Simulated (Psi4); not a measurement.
# C2H5AlO (SMILES [CH3][Al]1[CH2][O]1): HF/STO-3G

Aim: the energy change on altering one bond length of C2H5AlO at HF/STO-3G, from 2 runs. 

Program for the calculation: Psi4 1.11.

### 1 The system as given

The species is C2H5AlO (9 atoms), meant as a singlet with charge 0. As SMILES, `[CH3][Al]1[CH2][O]1`. The coordinates come from a PBE0-D4/def2-TZVP relaxation.

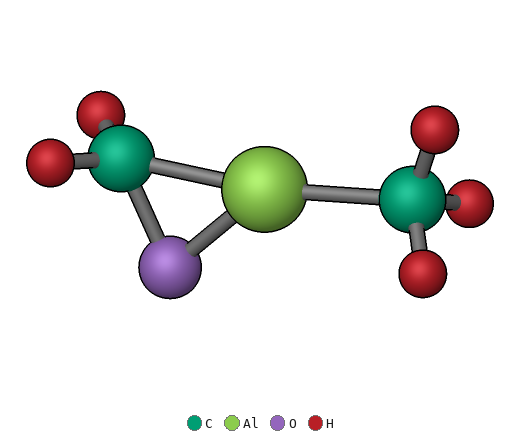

Viewed from a chosen angle; carbon teal, aluminium green, oxygen purple, hydrogen red.

### 2 A single-point energy at HF/STO-3G

The input, input.json:

```json
{
 "schema_name": "qcschema_input",
 "schema_version": 1,
 "molecule": {
  "schema_name": "qcschema_molecule",
  "schema_version": 2,
  "symbols": ["C", "Al", "C", "O", "H", "H", "H", "H", "H"],
  "geometry": [-1.26781726, 2.49481643, -2.0437388, 0.09694295, -0.14494199, 0.08352589, 1.28255712, -2.41922738, 2.54980746, 1.49156083, -3.0415142, -0.18500419, 0.07502213, 2.97631865, -3.53775628, -1.70113146, 4.20653035, -0.97793327, -3.00693221, 1.84588448, -2.95194118, 0.07275446, -3.74260259, 3.56723601, 3.12409523, -2.26275806, 3.46349004],
  "molecular_charge": 0,
  "molecular_multiplicity": 1,
  "fix_symmetry": "c1"
 },
 "driver": "energy",
 "model": {
  "method": "scf",
  "basis": "STO-3G"
 },
 "keywords": {
  "puream": true,
  "e_convergence": 1e-09,
  "d_convergence": 1e-08,
  "scf_type": "pk",
  "scf_properties": ["MAYER_INDICES", "QUADRUPOLE", "LOWDIN_CHARGES"]
 }
}
```

Command:

```sh
$ psi4 --qcschema input.json -n 1 --memory 2200MB
```

stdout:

```text
[...]
  Running in c1 symmetry.
[...]
  Nuclear repulsion =  145.500629799739670
[...]
  Multiplicity = 1
[...]
  Nalpha       = 19
  Nbeta        = 19
[...]
    Number of basis functions: 29
[...]
   @RHF iter   1:  -390.43772697063662   -3.32436e+00   1.19910e-02 ADIIS/DIIS
[...]
   @RHF iter  12:  -390.54741656074890   -5.11591e-13   5.55581e-09 DIIS
[...]
    Orbital Energies [Eh]
    ---------------------
    Doubly Occupied:
       1A    -57.806466     2A    -20.093142     3A    -10.992691
       4A    -10.930979     5A     -4.737924     6A     -2.967005
       7A     -2.966260     8A     -2.965723     9A     -1.159473
      10A     -0.892635    11A     -0.751866    12A     -0.523624
      13A     -0.522429    14A     -0.497432    15A     -0.477684
      16A     -0.409145    17A     -0.344187    18A     -0.266095
      19A     -0.201339
[...]
  @RHF Final Energy:  -390.54741656074890
   => Energetics <=
    Nuclear Repulsion Energy =            145.5006297997396700
    One-Electron Energy =                -833.0838982428213058
    Two-Electron Energy =                 297.0358518823326790
    Total Energy =                       -390.5474165607488999
[...]
 Multipole Moments:
 ------------------------------------------------------------------------------------
     Multipole            Electronic (a.u.)      Nuclear  (a.u.)        Total (a.u.)
 ------------------------------------------------------------------------------------
 L = 1.  Multiply by 2.5417464519 to convert [e a0] to [Debye]
 Dipole X            :          0.8403425           -1.4534531           -0.6131107
 Dipole Y            :         -1.6508514            2.9078582            1.2570067
 Dipole Z            :          0.2624210           -0.3945048           -0.1320838
 Magnitude           :                                                    1.4047835
 L = 2.  Multiply by 1.3450342976 to convert [e a0^2] to [Debye ang]
 Quadrupole XX       :        -74.8586373           55.5038516          -19.3547857
 Quadrupole XY       :         89.6198070          -86.9175872            2.7022198
[...]
```

The result, in JSON:

```text
{
 "driver": "energy",
 "model": {
  "method": "scf",
  "basis": "STO-3G"
 },
 "success": true,
 "return_result": -390.5474165607489,
 "properties": {
  "calcinfo_nbasis": 29,
  "calcinfo_nmo": 29,
  "calcinfo_nalpha": 19,
  "calcinfo_nbeta": 19,
  "calcinfo_natom": 9,
  "nuclear_repulsion_energy": 145.50062979973967,
  "return_energy": -390.5474165607489,
  "scf_one_electron_energy": -833.0838982428213,
  "scf_two_electron_energy": 297.0358518823327,
  "scf_dipole_moment": [-0.6131106563019497, 1.2570067492304178, -0.13208380558516636],
  "scf_total_energy": -390.5474165607489,
  "scf_iterations": 12
 }
}
```

Run time: 2.1 s. Hardware: 1 thread of AMD EPYC 7R43 (Zen 3), shared host; peak memory 0.18 GiB.

### 3 The distorted shape: energy and forces at HF/STO-3G

The input, c2h5alo.inp:

```
memory 2200 MB

molecule {
  0 1
  C     -1.05115827     1.63895380    -2.57664535
  Al     0.31360194    -1.00080462    -0.44938065
  C      1.49921611    -3.27509002     2.01690091
  O      1.70821982    -3.89737683    -0.71791073
  H      0.29168112     2.12045602    -4.07066282
  H     -1.70113146     4.20653035    -0.97793327
  H     -2.79027322     0.99002185    -3.48484773
  H      0.28941345    -4.59846522     3.03432946
  H      3.34075422    -3.11862069     2.93058349
  units bohr
  symmetry c1
  no_reorient
  no_com
}

set {
  reference rhf
  puream true
  e_convergence 1e-09
  d_convergence 1e-08
  scf_type pk
}

e_tot, wfn = gradient("scf/STO-3G", return_wfn=True)
oeprop(wfn, "MULLIKEN_CHARGES", "WIBERG_LOWDIN_INDICES", "QUADRUPOLE")
```

Command:

```sh
$ psi4 -n 1 c2h5alo.inp c2h5alo.out
```

c2h5alo.out, shortened:

```text
[...]
  Running in c1 symmetry.
[...]
  Nuclear repulsion =  143.873077733336231
[...]
  Multiplicity = 1
[...]
  Nalpha       = 19
  Nbeta        = 19
[...]
    Number of basis functions: 29
[...]
   @RHF iter   1:  -390.31403412379149   -3.43715e+00   1.19191e-02 DIIS/ADIIS
[...]
   @RHF iter  12:  -390.42287153645799   -1.42109e-12   7.06968e-09 DIIS
[...]
  @RHF Final Energy:  -390.42287153645799
   => Energetics <=
    Nuclear Repulsion Energy =            143.8730777333362312
    One-Electron Energy =                -829.7693059343337154
    Two-Electron Energy =                 295.4733566645394944
    Total Energy =                       -390.4228715364579898
[...]
  -Total Gradient:
     Atom            X                  Y                   Z
    ------   -----------------  -----------------  -----------------
       1        0.021292804005    -0.098302306599    -0.086944187216
       2       -0.018815749661     0.035655780213    -0.018177641835
       3        0.016920077397    -0.032907469942     0.029243507607
       4        0.010024849995    -0.020246606241     0.005843681761
       5        0.004601610238    -0.007956525605    -0.005606886991
       6       -0.033356957746     0.133095015841     0.085671877251
       7       -0.000378981560    -0.009667648345    -0.004540684816
       8       -0.002620819842    -0.001031702281    -0.002668959581
       9        0.002333167173     0.001361462959    -0.002820706180
[...]
 Multipole Moments:
 ------------------------------------------------------------------------------------
[...]
  Mulliken Charges: (a.u.)
   Center  Symbol    Alpha    Beta     Spin     Total
       1     C     3.15959  3.15959  0.00000 -0.31919
       2    AL     6.00776  6.00776  0.00000  0.98447
       3     C     3.14168  3.14168  0.00000 -0.28336
       4     O     4.22445  4.22445  0.00000 -0.44890
       5     H     0.47630  0.47630  0.00000  0.04740
       6     H     0.51835  0.51835  0.00000 -0.03669
       7     H     0.47704  0.47704  0.00000  0.04591
       8     H     0.49743  0.49743  0.00000  0.00514
       9     H     0.49739  0.49739  0.00000  0.00522
   Total alpha = 19.00000, Total beta = 19.00000, Total charge =  0.00000
[...]
```

Run time: 2.3 s. Hardware: 1 thread of AMD EPYC 7R43 (Zen 3), shared host; peak memory 0.18 GiB.

### 4 What came out

At HF/STO-3G:

| quantity | value |
| --- | --- |
| first shape: total energy | -390.54742 Eh |
| first shape: dipole moment | 3.57 D |
| first shape: HOMO energy | -5.48 eV |
| first shape: LUMO energy | 9.00 eV |
| first shape: HOMO–LUMO gap | 14.48 eV |
| distorted shape: total energy | -390.42287 Eh |
| distorted shape: dipole moment | 3.20 D |
| distorted shape: HOMO energy | -5.53 eV |
| distorted shape: LUMO energy | 8.46 eV |
| distorted shape: HOMO–LUMO gap | 13.99 eV |
| distorted shape: largest force on an atom | 8.318 eV/Å |
| energy change with the C1–H6 bond stretched from 1.091 to 1.637 Å | 3.389 eV |

**Reading.** With the C1–H6 bond stretched from 1.091 to 1.637 Å the energy rises by 3.39 eV (327 kJ/mol). The first shape isn't relaxed at this level, so the change isn't measured from a minimum. The minimal basis adds a large error of its own. Mulliken charges (distorted shape) run from -0.45 on O4 to +0.98 on Al2; they depend strongly on the basis.
